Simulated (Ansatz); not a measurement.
```yaml
atoms:
  - { symbol: Al, position_ang: [-0.7383, -0.7377, 0.2455] }
  - { symbol: H, position_ang: [-0.7772, 0.5641, 1.1925] }
  - { symbol: N, position_ang: [-2.0265, -0.8355, -1.0011] }
  - { symbol: N, position_ang: [-0.1591, -2.2764, 0.9659] }
  - { symbol: H, position_ang: [1.1710, 0.8376, -0.5000] }
  - { symbol: F, position_ang: [0.8481, -0.0677, -0.7355] }
  - { symbol: H, position_ang: [0.9532, 2.4310, 0.7087] }
  - { symbol: N, position_ang: [1.5818, 2.2078, -0.0478] }
  - { symbol: H, position_ang: [-2.2242, -1.6303, -1.5776] }
  - { symbol: H, position_ang: [-2.7007, -0.1180, -1.1829] }
  - { symbol: H, position_ang: [0.4710, -2.3574, 1.7404] }
  - { symbol: H, position_ang: [-0.4038, -3.1914, 0.6398] }
  - { symbol: H, position_ang: [1.4813, 2.9183, -0.7544] }
  - { symbol: H, position_ang: [2.5233, 2.2554, 0.3065] }
```

Level of theory: Ansatz 0.2.0, RHF/def2-SVP.

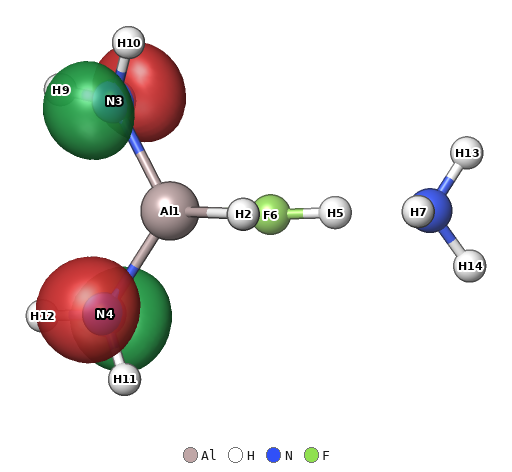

AlFH6N2···NH3. The HOMO at ±0.2 Å⁻³ᐟ² (green and red are the two phases), seen across its widest extent.

**Where does this orbital lie, and at what energy?**

It lies mainly on N4 (about 45 %) and N3 (about 35 %); largely a combination of lone pairs on N4 and N3. Its energy is −9.11 eV.
